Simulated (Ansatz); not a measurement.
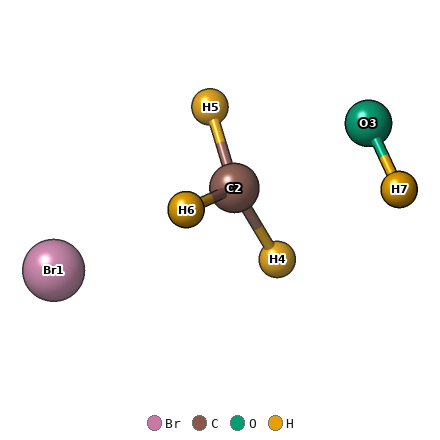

The system is the reacting system CH4BrO (fragments CH₃Br + HO where the first distance is long, Br + CH₄O where the second is long), charge −1; the picture shows the reference structure. First axis: distance C2–O3 (bond that forms). Second axis: distance Br1–C2 (bond that breaks). Relaxed at each point: all other coordinates. Grid: 8 × 8 points. Points are written as (first, second). All energies are given in eV relative to the lowest grid point. The reference is spin-restricted, so regions where a bond is pulled apart into radicals lie too high. Computed with RKS PBE0-D4/def2-SVPD in Ansatz 0.2.0.

Its coordinates:

```xyz
7

Br   -1.8539   -0.3646    1.7784
C    -0.1874   -0.0033    0.0258
O     1.0255    0.2723   -1.3078
H     0.0898   -1.0175    0.2811
H    -1.0503    0.1463   -0.6085
H     0.1132    0.8049    0.6792
H     1.8633    0.1618   -0.8483
```

Range: distance C2–O3 (bond that forms) from 1.278 to 2.478 Å; distance Br1–C2 (bond that breaks) from 1.764 to 2.964 Å.

> What will the energy surface look like?

The lowest grid point is at (1.383 Å, 2.964 Å). It lies in a valley that leaves the map towards separated partners. The highest grid point, (1.278 Å, 1.764 Å), lies 8.07 eV above the lowest.

```csv
"second ↓, first →",1.278,1.383,1.529,1.694,1.874,2.066,2.268,2.478
2.964,0.45,0.00,0.03,0.46,1.03,1.61,2.13,2.56
2.754,0.76,0.27,0.25,0.61,1.10,1.60,2.04,2.41
2.552,1.31,0.76,0.65,0.90,1.28,1.65,1.98,2.26
2.360,2.19,1.55,1.30,1.38,1.57,1.77,1.96,2.14
2.180,3.44,2.67,2.22,2.05,2.00,1.98,1.99,2.05
2.015,5.00,4.07,3.37,2.91,2.56,2.29,2.12,2.06
1.869,6.69,5.61,4.67,3.93,3.29,2.76,2.39,2.23
1.764,8.07,6.93,5.85,4.91,4.04,3.27,2.80,2.59
```

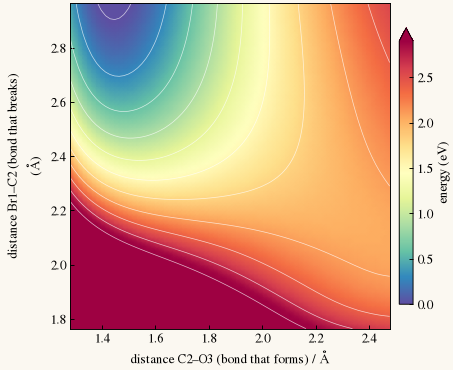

The picture shows a smooth colour map with a few white contour lines, one colour for all values above the top of the scale. Between grid points the surface is interpolated.

The whole map (64 points run) took 20 min on 1 thread of Arm Neoverse V2, on a shared host.
